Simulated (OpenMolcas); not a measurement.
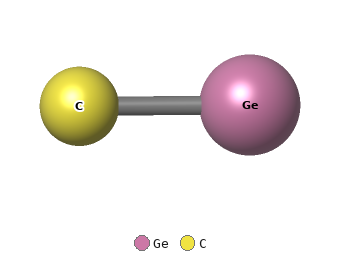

The molecule at the reference distance of 1.805 Å.

## Relativistic diatomic calculation: GeC (part 1 of 2)

- system: GeC.
- method: SA-CASSCF(8,8)/XMS-CASPT2 + RASSI spin-orbit (X2C scalar, AMFI), ANO-RCC-VTZP (OpenMolcas)

## The input
```
&GATEWAY
Coord
2
angstrom
Ge 0.0 0.0 0.0
C 0.0 0.0 1.8050
Basis=ANO-RCC-VTZP
Group=XY
RX2C
AMFI
ANGMom
0.0 0.0 0.0
RICD
&SEWARD
&GUESSORB
&RASSCF
FileOrb=$CurrDir/o32.orb
Symmetry=2
Spin=3
nActEl=8 0 0
Inactive=9 6
RAS2=4 4
CIRoot=6 6 1
Linear
Iterations=120 100
OrbListing=Nothing
PRWF=0.15
>>COPY $Project.RasOrb $CurrDir/o32.orb
>>COPY $Project.rasscf.h5 $CurrDir/r32.h5
&CASPT2
XMultistate=all
Imaginary=0.2
IPEA=0.25
MaxIter=40
>>COPY $Project.JobMix JOB001
&RASSCF
FileOrb=$CurrDir/o31.orb
Symmetry=1
Spin=3
nActEl=8 0 0
Inactive=9 6
RAS2=4 4
CIRoot=4 4 1
Linear
Iterations=120 100
OrbListing=Nothing
PRWF=0.15
>>COPY $Project.RasOrb $CurrDir/o31.orb
>>COPY $Project.rasscf.h5 $CurrDir/r31.h5
&CASPT2
XMultistate=all
Imaginary=0.2
IPEA=0.25
MaxIter=40
>>COPY $Project.JobMix JOB002
&RASSCF
FileOrb=$CurrDir/o11.orb
Symmetry=1
Spin=1
nActEl=8 0 0
Inactive=9 6
RAS2=4 4
CIRoot=5 5 1
Linear
Iterations=120 100
OrbListing=Nothing
PRWF=0.15
>>COPY $Project.RasOrb $CurrDir/o11.orb
>>COPY $Project.rasscf.h5 $CurrDir/r11.h5
&CASPT2
XMultistate=all
Imaginary=0.2
IPEA=0.25
MaxIter=40
>>COPY $Project.JobMix JOB003
&RASSCF
FileOrb=$CurrDir/o12.orb
Symmetry=2
Spin=1
nActEl=8 0 0
Inactive=9 6
RAS2=4 4
CIRoot=2 2 1
Linear
Iterations=120 100
OrbListing=Nothing
PRWF=0.15
>>COPY $Project.RasOrb $CurrDir/o12.orb
>>COPY $Project.rasscf.h5 $CurrDir/r12.h5
&CASPT2
XMultistate=all
Imaginary=0.2
IPEA=0.25
MaxIter=40
>>COPY $Project.JobMix JOB004
&RASSCF
FileOrb=$CurrDir/o52.orb
Symmetry=2
Spin=5
nActEl=8 0 0
Inactive=9 6
RAS2=4 4
CIRoot=2 2 1
Linear
Iterations=120 100
OrbListing=Nothing
PRWF=0.15
>>COPY $Project.RasOrb $CurrDir/o52.orb
>>COPY $Project.rasscf.h5 $CurrDir/r52.h5
&CASPT2
XMultistate=all
Imaginary=0.2
IPEA=0.25
MaxIter=40
>>COPY $Project.JobMix JOB005
&RASSI
Nr of JobIphs=5 6 4 5 2 2
1 2 3 4 5 6
1 2 3 4
1 2 3 4 5
1 2
1 2
SpinOrbit
EJob
Omega
MEES
MESO
Properties=4
'AngMom' 3 'Mltpl  1' 1 'Mltpl  1' 2 'Mltpl  1' 3
Thrs=1.0d-4
>>COPY $Project.rassi.h5 $CurrDir/so.h5
```

The first orbital files come from an earlier step.

Command:
```bash
pymolcas m.inp (one call a module block, same work directory)
```

## Output (extracts)
```
++    Wave function specifications:
      Number of closed shell electrons          30
      Number of electrons in active shells       8
      Number of inactive orbitals               15
      Number of active orbitals                  8
      Number of secondary orbitals              50
      Spin quantum number                      1.0
      State symmetry                             2
++    Orbital specifications:
      Symmetry species                           1   2
                                                 a   b
      Frozen orbitals                            0   0
      Inactive orbitals                          9   6
      Active orbitals                            4   4
      RAS2 orbitals                              4   4
      Secondary orbitals                        26  24
      Number of basis functions                 39  34
      printout of CI-coefficients larger than  0.15 for root  1
      energy=   -2134.915187
      conf/sym  1111 2222     Coeff  Weight
           478  0u22 02u0  -0.18516 0.03429
           496  0u22 00u2  -0.91260 0.83284
      printout of CI-coefficients larger than  0.15 for root  2
      energy=   -2134.915187
      conf/sym  1111 2222     Coeff  Weight
           482  0u22 200u  -0.18516 0.03429
           490  0u22 002u   0.91260 0.83284
      printout of CI-coefficients larger than  0.15 for root  3
      energy=   -2134.804332
      conf/sym  1111 2222     Coeff  Weight
           418  02u2 002u  -0.47254 0.22329
           481  0u22 0u20   0.51453 0.26474
           486  0u22 d0uu   0.43475 0.18901
           488  0u22 u0du  -0.17134 0.02936
           490  0u22 002u   0.17927 0.03214
           492  0u22 u0ud  -0.35785 0.12806
      printout of CI-coefficients larger than  0.15 for root  4
      energy=   -2134.804332
      conf/sym  1111 2222     Coeff  Weight
           424  02u2 00u2   0.47254 0.22329
           487  0u22 0duu  -0.43475 0.18901
           489  0u22 0udu  -0.28027 0.07855
           493  0u22 0uud  -0.28083 0.07886
           494  0u22 u002   0.51453 0.26474
           496  0u22 00u2  -0.17927 0.03214
      printout of CI-coefficients larger than  0.15 for root  5
      energy=   -2134.770966
      conf/sym  1111 2222     Coeff  Weight
           424  02u2 00u2   0.31072 0.09655
           487  0u22 0duu  -0.28533 0.08142
           489  0u22 0udu   0.78588 0.61761
           493  0u22 0uud  -0.23744 0.05638
           494  0u22 u002  -0.25466 0.06485
      printout of CI-coefficients larger than  0.15 for root  6
      energy=   -2134.770966
      conf/sym  1111 2222     Coeff  Weight
           418  02u2 002u   0.31072 0.09655
           481  0u22 0u20   0.25466 0.06485
           486  0u22 d0uu  -0.28533 0.08142
           488  0u22 u0du   0.48583 0.23603
           492  0u22 u0ud  -0.66179 0.43796
      Natural orbitals and occupation numbers for root  1
      sym 1:   0.027820   1.017041   1.934640   1.982750
      sym 2:   0.061359   0.152452   0.969187   1.854751
      Natural orbitals and occupation numbers for root  2
      sym 1:   0.027820   1.017041   1.934640   1.982750
      sym 2:   0.152452   0.061359   1.854751   0.969187
      Natural orbitals and occupation numbers for root  3
      sym 1:   0.033514   1.256266   1.694934   1.973180
      sym 2:   0.485597   0.336009   1.514518   0.705982
      Natural orbitals and occupation numbers for root  4
      sym 1:   0.033514   1.256266   1.694934   1.973180
      sym 2:   0.336009   0.485597   0.705982   1.514518
      Natural orbitals and occupation numbers for root  5
      sym 1:   0.043109   1.098202   1.850894   1.978028
      sym 2:   0.117350   0.818535   0.933610   1.160272
      Natural orbitals and occupation numbers for root  6
      sym 1:   0.043109   1.098202   1.850894   1.978028
      sym 2:   0.818535   0.117350   1.160272   0.933610
      RASSCF energy for state  6                  -2134.77096615
::    RASSCF root number  1 Total energy:  -2134.91518690
::    RASSCF root number  2 Total energy:  -2134.91518690
::    RASSCF root number  3 Total energy:  -2134.80433176
::    RASSCF root number  4 Total energy:  -2134.80433176
::    RASSCF root number  5 Total energy:  -2134.77096615
::    RASSCF root number  6 Total energy:  -2134.77096615
      Von Neumann Entropy (Root   1) =  1.68531
++    Wave function specifications:
      Number of closed shell electrons           0
      Number of electrons in active shells       8
      Number of inactive orbitals                0
      Number of active orbitals                  8
      Number of secondary orbitals              50
      Spin quantum number                      1.0
      State symmetry                             2
      Number of CSFs                          1184
      Number of CASSCF root(s) available         6
      CASPT2 state passed to geometry opt.       6
      A file JOBMIX will be created
      This is a MULTI-STATE CASSCF reference
      Number of CI roots used                    6
      These are:                                 1   2   3   4   5   6
      Off-diagonal elements of Heff are computed
  FINAL CASPT2 RESULT:
      Reference energy:       -2134.9151869034
      E2 (Non-variational):      -0.1263802617
      Shift correction:          -0.0013992086
      E2 (Variational):          -0.1277794703
      Total energy:           -2135.0429663736
      Reference weight:           0.94455
  FINAL CASPT2 RESULT:
      Reference energy:       -2134.9151869033
      E2 (Non-variational):      -0.1263802617
      Shift correction:          -0.0013992086
      E2 (Variational):          -0.1277794703
      Total energy:           -2135.0429663736
      Reference weight:           0.94455
  FINAL CASPT2 RESULT:
      Reference energy:       -2134.8043317640
      E2 (Non-variational):      -0.1205162701
      Shift correction:          -0.0015017504
      E2 (Variational):          -0.1220180204
      Total energy:           -2134.9263497844
      Reference weight:           0.94631
  FINAL CASPT2 RESULT:
      Reference energy:       -2134.8043317639
      E2 (Non-variational):      -0.1205162701
      Shift correction:          -0.0015017504
      E2 (Variational):          -0.1220180205
      Total energy:           -2134.9263497844
      Reference weight:           0.94631
  FINAL CASPT2 RESULT:
      Reference energy:       -2134.7709661487
      E2 (Non-variational):      -0.1353293218
      Shift correction:          -0.0019547921
      E2 (Variational):          -0.1372841138
      Total energy:           -2134.9082502625
      Reference weight:           0.93617
  FINAL CASPT2 RESULT:
      Reference energy:       -2134.7709661486
      E2 (Non-variational):      -0.1353293217
      Shift correction:          -0.0019547921
      E2 (Variational):          -0.1372841138
      Total energy:           -2134.9082502624
      Reference weight:           0.93617
       Total XMS-CASPT2 energies:
::    XMS-CASPT2 Root  1     Total energy:  -2135.04186462
::    XMS-CASPT2 Root  2     Total energy:  -2135.04186462
::    XMS-CASPT2 Root  3     Total energy:  -2134.92809886
::    XMS-CASPT2 Root  4     Total energy:  -2134.92809886
::    XMS-CASPT2 Root  5     Total energy:  -2134.90760294
::    XMS-CASPT2 Root  6     Total energy:  -2134.90760294
++    Wave function specifications:
      Number of closed shell electrons          30
      Number of electrons in active shells       8
      Number of inactive orbitals               15
      Number of active orbitals                  8
      Number of secondary orbitals              50
      Spin quantum number                      1.0
      State symmetry                             1
      printout of CI-coefficients larger than  0.15 for root  1
      energy=   -2134.885665
      conf/sym  1111 2222     Coeff  Weight
            60  0222 00uu  -0.95557 0.91311
      printout of CI-coefficients larger than  0.15 for root  2
      energy=   -2134.821858
      conf/sym  1111 2222     Coeff  Weight
           407  0202 0u2u  -0.15007 0.02252
           410  0202 u0u2   0.15006 0.02252
           452  0022 0u2u   0.48816 0.23830
           455  0022 u0u2  -0.48814 0.23828
           996  0uu2 0022   0.54733 0.29957
      printout of CI-coefficients larger than  0.15 for root  3
      energy=   -2134.760501
      conf/sym  1111 2222     Coeff  Weight
            57  0222 0uu0   0.55262 0.30539
            58  0222 u00u   0.55261 0.30538
           451  0022 u02u   0.39744 0.15796
           456  0022 0uu2  -0.39744 0.15796
      printout of CI-coefficients larger than  0.15 for root  4
      energy=   -2134.760501
      conf/sym  1111 2222     Coeff  Weight
            56  0222 u0u0  -0.55263 0.30540
            59  0222 0u0u   0.55273 0.30551
           452  0022 0u2u   0.39740 0.15793
           455  0022 u0u2   0.39732 0.15786
      Natural orbitals and occupation numbers for root  1
      sym 1:   0.035597   1.952173   1.957764   1.978598
      sym 2:   0.060049   0.060049   0.977885   0.977885
      Natural orbitals and occupation numbers for root  2
      sym 1:   0.020697   0.537997   1.469533   1.972470
      sym 2:   0.444640   0.444657   1.555012   1.554993
      Natural orbitals and occupation numbers for root  3
      sym 1:   0.018271   1.298177   1.930772   1.984257
      sym 2:   0.535223   0.535232   0.849034   0.849032
      Natural orbitals and occupation numbers for root  4
      sym 1:   0.018273   1.298452   1.930786   1.984254
      sym 2:   0.535137   0.535307   0.848877   0.848916
      RASSCF energy for state  4                  -2134.76050058
::    RASSCF root number  1 Total energy:  -2134.88566494
::    RASSCF root number  2 Total energy:  -2134.82185775
::    RASSCF root number  3 Total energy:  -2134.76050059
::    RASSCF root number  4 Total energy:  -2134.76050058
      Von Neumann Entropy (Root   1) =  1.49617
++    Wave function specifications:
      Number of closed shell electrons           0
      Number of electrons in active shells       8
      Number of inactive orbitals                0
      Number of active orbitals                  8
      Number of secondary orbitals              50
      Spin quantum number                      1.0
      State symmetry                             1
      Number of CSFs                          1168
      Number of CASSCF root(s) available         4
      CASPT2 state passed to geometry opt.       4
      A file JOBMIX will be created
      This is a MULTI-STATE CASSCF reference
      Number of CI roots used                    4
      These are:                                 1   2   3   4
      Off-diagonal elements of Heff are computed
  FINAL CASPT2 RESULT:
      Reference energy:       -2134.8856649378
      E2 (Non-variational):      -0.1338436718
      Shift correction:          -0.0016404461
      E2 (Variational):          -0.1354841178
      Total energy:           -2135.0211490556
      Reference weight:           0.93976
  FINAL CASPT2 RESULT:
      Reference energy:       -2134.8218577535
      E2 (Non-variational):      -0.1201217953
      Shift correction:          -0.0018609451
      E2 (Variational):          -0.1219827404
      Total energy:           -2134.9438404939
      Reference weight:           0.94084
  FINAL CASPT2 RESULT:
      Reference energy:       -2134.7605005858
      E2 (Non-variational):      -0.1310078387
      Shift correction:          -0.0015373345
      E2 (Variational):          -0.1325451732
      Total energy:           -2134.8930457590
      Reference weight:           0.94278
  FINAL CASPT2 RESULT:
      Reference energy:       -2134.7605005839
      E2 (Non-variational):      -0.1310330964
      Shift correction:          -0.0015345943
      E2 (Variational):          -0.1325676907
      Total energy:           -2134.8930682746
      Reference weight:           0.94284
       Total XMS-CASPT2 energies:
::    XMS-CASPT2 Root  1     Total energy:  -2135.02114906
::    XMS-CASPT2 Root  2     Total energy:  -2134.94384049
::    XMS-CASPT2 Root  3     Total energy:  -2134.89306831
::    XMS-CASPT2 Root  4     Total energy:  -2134.89304572
++    Wave function specifications:
      Number of closed shell electrons          30
      Number of electrons in active shells       8
      Number of inactive orbitals               15
      Number of active orbitals                  8
      Number of secondary orbitals              50
      Spin quantum number                      0.0
      State symmetry                             1
      printout of CI-coefficients larger than  0.15 for root  1
      energy=   -2134.886786
      conf/sym  1111 2222     Coeff  Weight
            97  0222 0020  -0.18154 0.03296
           101  0222 0002  -0.18154 0.03296
           477  0202 0022  -0.15075 0.02273
           537  0022 0022   0.85255 0.72685
      printout of CI-coefficients larger than  0.15 for root  2
      energy=   -2134.866947
      conf/sym  1111 2222     Coeff  Weight
            97  0222 0020  -0.49874 0.24874
           100  0222 00ud  -0.63512 0.40338
           101  0222 0002   0.49874 0.24874
      printout of CI-coefficients larger than  0.15 for root  3
      energy=   -2134.866947
      conf/sym  1111 2222     Coeff  Weight
            93  0222 ud00  -0.19579 0.03833
            97  0222 0020  -0.44910 0.20169
           100  0222 00ud   0.70533 0.49749
           101  0222 0002   0.44910 0.20169
      printout of CI-coefficients larger than  0.15 for root  4
      energy=   -2134.855113
      conf/sym  1111 2222     Coeff  Weight
            97  0222 0020   0.63311 0.40083
           101  0222 0002   0.63311 0.40083
           477  0202 0022  -0.18937 0.03586
           537  0022 0022   0.20328 0.04132
      printout of CI-coefficients larger than  0.15 for root  5
      energy=   -2134.757420
      conf/sym  1111 2222     Coeff  Weight
            95  0222 u0d0   0.22667 0.05138
            96  0222 0ud0   0.63743 0.40631
            98  0222 u00d  -0.63743 0.40631
            99  0222 0u0d   0.22667 0.05138
      Natural orbitals and occupation numbers for root  1
      sym 1:   0.016572   0.283742   1.845055   1.982325
      sym 2:   0.153692   0.153692   1.782461   1.782461
      Natural orbitals and occupation numbers for root  2
      sym 1:   0.032603   1.956459   1.959186   1.978777
      sym 2:   0.075778   0.075778   0.960709   0.960709
      Natural orbitals and occupation numbers for root  3
      sym 1:   0.032603   1.956459   1.959186   1.978777
      sym 2:   0.075778   0.075778   0.960708   0.960710
      Natural orbitals and occupation numbers for root  4
      sym 1:   0.033021   1.845882   1.894514   1.960245
      sym 2:   0.088807   0.088807   1.044363   1.044361
      Natural orbitals and occupation numbers for root  5
      sym 1:   0.026125   1.905275   1.955527   1.973753
      sym 2:   0.517400   0.517400   0.552260   0.552260
      RASSCF energy for state  5                  -2134.75742036
::    RASSCF root number  1 Total energy:  -2134.88678599
::    RASSCF root number  2 Total energy:  -2134.86694666
::    RASSCF root number  3 Total energy:  -2134.86694666
::    RASSCF root number  4 Total energy:  -2134.85511331
::    RASSCF root number  5 Total energy:  -2134.75742036
      Von Neumann Entropy (Root   1) =  1.44209
++    Wave function specifications:
      Number of closed shell electrons           0
      Number of electrons in active shells       8
      Number of inactive orbitals                0
      Number of active orbitals                  8
      Number of secondary orbitals              50
      Spin quantum number                      0.0
      State symmetry                             1
      Number of CSFs                           900
      Number of CASSCF root(s) available         5
      CASPT2 state passed to geometry opt.       5
      A file JOBMIX will be created
      This is a MULTI-STATE CASSCF reference
      Number of CI roots used         SPIN-FREE ENERGIES:
  (Shifted by EMIN (a.u.) =      -2135.0418646173)
 SF State       Relative EMIN(au)   Rel lowest level(eV)    D:o, cm**(-1)      Abs_M
     1             0.0000000000        0.0000000000              0.0000         1.0
     2             0.0000000000        0.0000000000              0.0000         1.0
    11             0.0205314218        0.5586884478           4506.1262         0.0
     7             0.0207155617        0.5636991520           4546.5403         0.0
    16             0.0332223971        0.9040274799           7291.4734         1.0
    17             0.0332223971        0.9040274799           7291.4734         1.0
    12             0.0447095725        1.2166094470           9812.6169         2.0
    13             0.0448755580        1.2211261426           9849.0466         2.0
    14             0.0623782606        1.6973989437          13690.4458         0.0
    18             0.0814800868        2.2171861139          17882.8120         1.0
    19             0.0814800868        2.2171861139          17882.8120         1.0
     8             0.0980241232        2.6673722790          21513.8083         0.0
     4             0.1137657548        3.0957238951          24968.6971         1.0
     3             0.1137657548        3.0957238951          24968.6971         1.0
     5             0.1342616767        3.6534463418          29467.0320         1.0
     6             0.1342616767        3.6534463418          29467.0320         1.0
    15             0.1465987439        3.9891550445          32174.7053         0.0
     9             0.1487963047        4.0489537193          32657.0141         2.0
    10             0.1488188965        4.0495684745          32661.9725         2.0
```

(Continued in part 2.) Outcome of the run: converged; components of a degenerate state are split by 36 cm⁻¹.
